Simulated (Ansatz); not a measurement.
BAs, alloy series

The reference is BAs in the zinc blende structure (space group F-43m, No. 216; a = 4.809 Å).

The other end (x = 1) is BN in the zinc blende structure (space group F-43m, No. 216): 5.95 Å³/atom, gap 4.46 eV.

N replaces a fraction x of As; each row is one arrangement (x, atoms in the cell, starting space group or random), fully relaxed.

All numbers come from PBE, PAW, 420 eV (Ansatz, an electronic-structure program; scalar-relativistic without spin-orbit coupling).

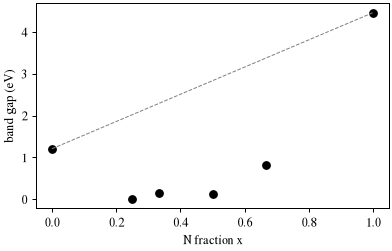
Band gap against N fraction x; the dashed line joins the ends

| N fraction x | band gap |
|---|---|
| x(N) = 0.25, 8 atoms, Cm | zero |
| x(N) = 0.333, 6 atoms, Imm2 | 0.16 eV |
| x(N) = 0.5, 8 atoms, Cm | 0.12 eV |
| x(N) = 0.667, 6 atoms, I-4m2 | 0.81 eV |

Each cell is one ordered arrangement of few atoms, which overstates ordering effects compared with a random alloy. No phonon test of stability was made. All final runs are without spin polarisation. A zero or small gap of B4As3N, B3As2N and B2AsN can be the functional's error rather than a property of the material.
